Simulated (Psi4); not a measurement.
**AlBH2OF2 (SMILES O[B](F)[AlH][F]): M06-2X/6-31G(d) (spherical functions)**

Aim: the vertical singlet–triplet gap of AlBH2OF2 at M06-2X/6-31G* (spherical functions), from 2 runs. 

Program for the calculation: Psi4 1.11.

**1. The molecule**

AlBH2OF2: 7 atoms, total charge 0, spin state singlet. SMILES: `O[B](F)[AlH][F]`. The coordinates come from a PBE0-D4/def2-TZVP relaxation. This is one conformer, not always the lowest.

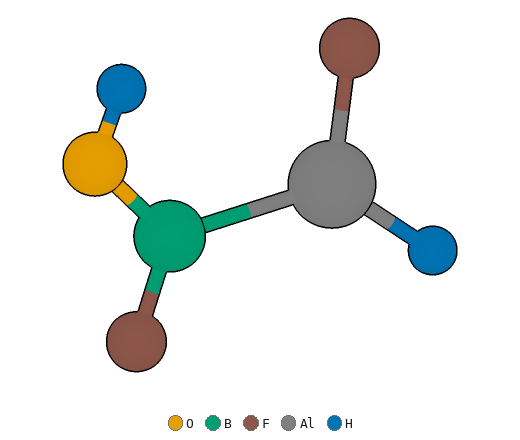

The structure, seen from a chosen angle (oxygen amber, boron teal, fluorine brown, aluminium grey, hydrogen blue).

**2. Energy and gradient at M06-2X/6-31G(d) (spherical functions)**

File job.py:

```python
import psi4

psi4.set_memory(2200000000)
psi4.set_num_threads(1)
psi4.core.set_output_file('output.dat', False)

mol = psi4.geometry("""
0 1
O      0.462300    -0.166500     1.769000
B      0.511800    -0.675600     0.519100
F      1.170800    -1.824800     0.394500
Al    -0.411500     0.301600    -1.162100
F     -1.152700     1.713100    -0.697800
H     -0.019900     0.662300     1.825000
H     -0.499600    -0.078200    -2.693300
symmetry c1
""")

options = {'basis': '6-31G*', 'puream': True, 'e_convergence': 1e-09, 'd_convergence': 1e-08, 'scf_type': 'pk', 'dft_radial_points': 99, 'dft_spherical_points': 590}
psi4.set_options(options)

energy_value, wavefunction = psi4.gradient("M06-2X", return_wfn=True)
psi4.oeprop(wavefunction, "WIBERG_LOWDIN_INDICES", "DIPOLE", "MULLIKEN_CHARGES", title="M06-2X")
print('gradient / Eh bohr^-1')
print(energy_value.np.round(6))
print(f'energy = {wavefunction.energy():.10f} Eh')
for k, v in sorted(psi4.core.scalar_variables().items()):
    print(f'{k:45s} {v:18.10f}')
```

Started as:

```
python job.py
```

output.dat:

```text
[...]
  Running in c1 symmetry.
[...]
  Nuclear repulsion =  190.104529715395870
[...]
  Multiplicity = 1
[...]
  Nalpha       = 23
  Nbeta        = 23
[...]
    Number of basis functions: 78
[...]
   @RKS iter   1:  -543.25780249761056   -9.15224e-01   7.91444e-03 DIIS/ADIIS
[...]
   @RKS iter  11:  -543.39702387442935   -8.41283e-12   5.88611e-09 DIIS
[...]
    Orbital Energies [Eh]
    ---------------------
    Doubly Occupied:
       1A    -56.865094     2A    -25.243947     3A    -25.210638
       4A    -19.665653     5A     -7.110475     6A     -4.396568
       7A     -2.899445     8A     -2.895440     9A     -2.892718
      10A     -1.339219    11A     -1.273767    12A     -1.162902
      13A     -0.673638    14A     -0.600832    15A     -0.554851
      16A     -0.539430    17A     -0.527571    18A     -0.501016
      19A     -0.487912    20A     -0.485290    21A     -0.437859
      22A     -0.420537    23A     -0.326643
[...]
  @RKS Final Energy:  -543.39702387442935
   => Energetics <=
    Nuclear Repulsion Energy =            190.1045297153958700
    One-Electron Energy =               -1133.0919556808835296
    Two-Electron Energy =                 424.9365362326828972
    DFT Exchange-Correlation Energy =     -25.3461341416246064
    Empirical Dispersion Energy =           0.0000000000000000
    VV10 Nonlocal Energy =                  0.0000000000000000
    Total Energy =                       -543.3970238744293511
[...]
  -Total Gradient:
     Atom            X                  Y                   Z
    ------   -----------------  -----------------  -----------------
       1       -0.002459344641     0.003384881781    -0.002185366242
       2        0.001156683759    -0.000921936273     0.002836786306
       3       -0.000960406308     0.001885673118     0.000820132235
       4       -0.001058233163     0.001205926577    -0.001511506233
       5        0.000305599182    -0.000510151303    -0.000004533538
       6        0.002935531168    -0.004896560368     0.000161779103
       7       -0.000031426938    -0.000041459228    -0.000305423585
[...]
 Multipole Moments:
 ------------------------------------------------------------------------------------
     Multipole            Electronic (a.u.)      Nuclear  (a.u.)        Total (a.u.)
 ------------------------------------------------------------------------------------
 L = 1.  Multiply by 2.5417464519 to convert [e a0] to [Debye]
 Dipole X            :          0.4080034           -0.5732381           -0.1652347
 Dipole Y            :         -0.7067800            0.9464908            0.2397108
 Dipole Z            :         -0.0839991           -0.0166682           -0.1006673
 Magnitude           :                                                    0.3080547
[...]
  Mulliken Charges: (a.u.)
   Center  Symbol    Alpha    Beta     Spin     Total
       1     O     4.28831  4.28831  0.00000 -0.57662
       2     B     2.29242  2.29242  0.00000  0.41516
       3     F     4.64167  4.64167  0.00000 -0.28333
       4    AL     6.21435  6.21435  0.00000  0.57131
       5     F     4.74180  4.74180  0.00000 -0.48360
       6     H     0.27121  0.27121  0.00000  0.45758
       7     H     0.55025  0.55025  0.00000 -0.10050
   Total alpha = 23.00000, Total beta = 23.00000, Total charge =  0.00000
  Wiberg Bond Indices using Orthogonal Lowdin Orbitals:
[...]
```

Standard output:

```text
gradient / Eh bohr^-1
[[-2.459e-03  3.385e-03 -2.185e-03]
 [ 1.157e-03 -9.220e-04  2.837e-03]
 [-9.600e-04  1.886e-03  8.200e-04]
 [-1.058e-03  1.206e-03 -1.512e-03]
 [ 3.060e-04 -5.100e-04 -5.000e-06]
 [ 2.936e-03 -4.897e-03  1.620e-04]
 [-3.100e-05 -4.100e-05 -3.050e-04]]
energy = -543.3970238744 Eh
CURRENT ENERGY                                   -543.3970238744
CURRENT REFERENCE ENERGY                         -543.3970238744
DD SOLVATION ENERGY                                 0.0000000000
DFT FUNCTIONAL TOTAL ENERGY                      -543.3970238744
DFT TOTAL ENERGY                                 -543.3970238744
DFT VV10 ENERGY                                     0.0000000000
DFT XC ENERGY                                     -25.3461341416
GRID ELECTRONS ALPHA                               22.9999983052
GRID ELECTRONS BETA                                22.9999983052
GRID ELECTRONS TOTAL                               45.9999966104
NUCLEAR REPULSION ENERGY                          190.1045297154
ONE-ELECTRON ENERGY                             -1133.0919556809
PCM POLARIZATION ENERGY                             0.0000000000
PE ENERGY                                           0.0000000000
SCF ITERATION ENERGY                             -543.3970238744
SCF ITERATIONS                                     11.0000000000
SCF TOTAL ENERGY                                 -543.3970238744
TWO-ELECTRON ENERGY                               424.9365362327
XC GRID RADIAL POINTS                              99.0000000000
XC GRID SPHERICAL POINTS                          590.0000000000
XC GRID TOTAL POINTS                           391529.0000000000
```

It took 20 s on 1 thread of Intel Xeon 6975P-C (Granite Rapids), shared host; peak memory 1.2 GiB.

**3. The triplet: the energy at UM06-2X/6-31G(d) (spherical functions)**

File calc.inp:

```
memory 2.2 GB

molecule geom {
  0 3
  O      0.462300    -0.166500     1.769000
  B      0.511800    -0.675600     0.519100
  F      1.170800    -1.824800     0.394500
  Al    -0.411500     0.301600    -1.162100
  F     -1.152700     1.713100    -0.697800
  H     -0.019900     0.662300     1.825000
  H     -0.499600    -0.078200    -2.693300
  symmetry c1
}

set reference uks
set puream true
set e_convergence 1e-09
set d_convergence 1e-08
set scf_type pk
set dft_radial_points 99
set dft_spherical_points 590
set maxiter 100

e = energy('m06-2x/6-31G*')
```

Started as:

```
psi4 -n 1 calc.inp calc.out
```

calc.out:

```text
[...]
  Running in c1 symmetry.
[...]
  Nuclear repulsion =  190.104529715395870
[...]
  Multiplicity = 3
[...]
  Nalpha       = 24
  Nbeta        = 22
[...]
    Number of basis functions: 78
[...]
   @UKS iter   1:  -543.12029106848627   -7.77712e-01   7.67952e-03 ADIIS/DIIS
[...]
   @UKS iter  15:  -543.25477906096808   -1.00044e-11   6.71956e-09 DIIS
[...]
   @S^2 Observed:                2.003587235E+00
[...]
    Orbital Energies [Eh]
    ---------------------
    Alpha Occupied:
       1A    -56.884892     2A    -25.278843     3A    -25.214342
       4A    -19.698326     5A     -7.167357     6A     -4.414836
       7A     -2.918022     8A     -2.916796     9A     -2.913053
      10A     -1.373735    11A     -1.278251    12A     -1.197829
      13A     -0.706041    14A     -0.641435    15A     -0.591404
      16A     -0.577415    17A     -0.545563    18A     -0.532207
      19A     -0.496682    20A     -0.495432    21A     -0.476568
      22A     -0.452758    23A     -0.385692    24A     -0.193074
    Alpha Virtual:
      25A      0.022017    26A      0.030130    27A      0.034950
[...]
  @UKS Final Energy:  -543.25477906096808
   => Energetics <=
    Nuclear Repulsion Energy =            190.1045297153958700
    One-Electron Energy =               -1131.9872598862614268
    Two-Electron Energy =                 423.9402215413616091
    DFT Exchange-Correlation Energy =     -25.3122704314641851
    Empirical Dispersion Energy =           0.0000000000000000
    VV10 Nonlocal Energy =                  0.0000000000000000
    Total Energy =                       -543.2547790609680760
[...]
 Multipole Moments:
 ------------------------------------------------------------------------------------
     Multipole            Electronic (a.u.)      Nuclear  (a.u.)        Total (a.u.)
 ------------------------------------------------------------------------------------
 L = 1.  Multiply by 2.5417464519 to convert [e a0] to [Debye]
 Dipole X            :          0.5750829           -0.5732381            0.0018448
 Dipole Y            :         -0.9013408            0.9464908            0.0451500
 Dipole Z            :          0.1667614           -0.0166682            0.1500931
 Magnitude           :                                                    0.1567478
[...]
```

Wall time 31 s (1 thread of Intel Xeon 6975P-C (Granite Rapids), shared host); peak memory 1.2 GiB.

**4. Outcome**

Level: M06-2X/6-31G* (spherical functions).

```
                                        quantity          value
                           singlet: total energy  -543.39702 Eh
                          singlet: dipole moment         0.78 D
                            singlet: HOMO energy       -8.89 eV
                            singlet: LUMO energy       -1.18 eV
                          singlet: HOMO–LUMO gap        7.71 eV
               singlet: largest force on an atom     0.294 eV/Å
                           triplet: total energy  -543.25478 Eh
                          triplet: dipole moment         0.40 D
     triplet: HOMO energy (highest over α and β)       -5.25 eV
      triplet: LUMO energy (lowest over α and β)       -4.77 eV
                                   triplet: ⟨S²⟩          2.004
vertical energy of the triplet above the singlet       3.871 eV
```

**Reading.** At this shape the triplet lies 3.87 eV (89 kcal/mol) above the singlet. The largest force (singlet) is 0.29 eV/Å: the shape isn't a stationary point for this species at this level.
